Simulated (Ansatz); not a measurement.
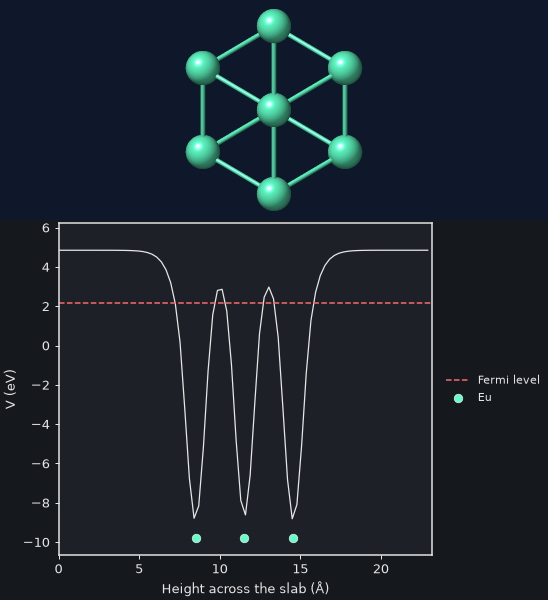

Plane-averaged electrostatic potential energy of an electron across the slab; circles at the bottom mark the heights of the atoms (positions after relaxation). The structure is drawn too.

System: a (110) slab cut from Eu (Im-3m), 3 atoms in the cell.

Level of theory: DFT PBE, scalar-relativistic, plane waves, PAW, spin-polarised, 8×8×1 k mesh, Gaussian smearing of 0.1 eV; code Ansatz 0.2.0.

Read off the work function of each face.

The work function is 2.66 eV, the same on both faces. The two vacuum levels agree, so the slab has no net dipole along its normal.

How thick are slab and vacuum?

The outermost atoms are 6.1 Å apart, which leaves 17.1 Å of vacuum in a cell 23.2 Å high.

The run may have settled in a state above the lowest, so this need not be the ground state. Spin-orbit coupling is left out, which matters for Eu.
